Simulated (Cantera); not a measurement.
Input: 1 mol Si, 0.99 mol NH3, 71 mol H2, equilibrated at 0.100 bar.

Equilibrium computed with Cantera from the NASA thermochemical tables; the gas is ideal and each condensed phase is pure. Candidate condensed phases: Si, Si3N4; 18 gas species. Mutual solubility and eutectic melting of coexisting phases are not modelled. Gases not in the tables: Si2H6 and higher silanes. Rates play no part.

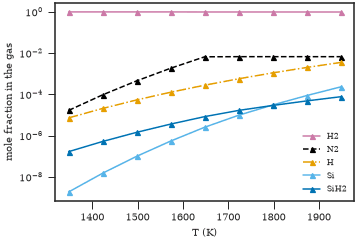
Figure. Equilibrium gas composition (values under 1e-9 drawn at 1e-9)

Question: Read off the mole fractions at 1648 K.

Answer: H2 about 0.99, N2 about 0.0067, H about 0.00028, SiH2 about 8.4e-6, Si about 2.6e-6.
